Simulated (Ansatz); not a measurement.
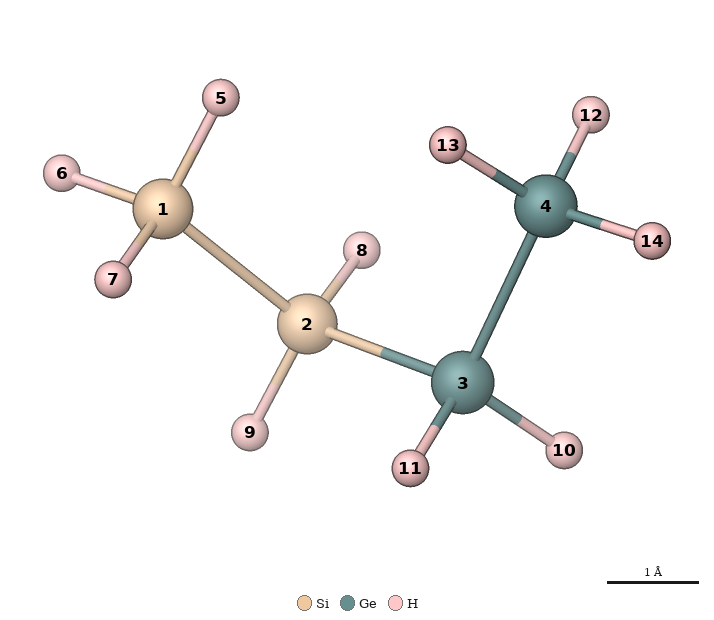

Orthographic view. Distant atoms are faded towards the background colour. The computed structure is the end point of a PBE0-D4/def2-TZVP optimisation.

Write the connection table.

Si1: Si2, H5, H6, H7
Si2: Si1, Ge3, H8, H9
Ge3: Si2, Ge4, H10, H11
Ge4: Ge3, H12, H13, H14
(terminal hydrogens appear only as neighbours)
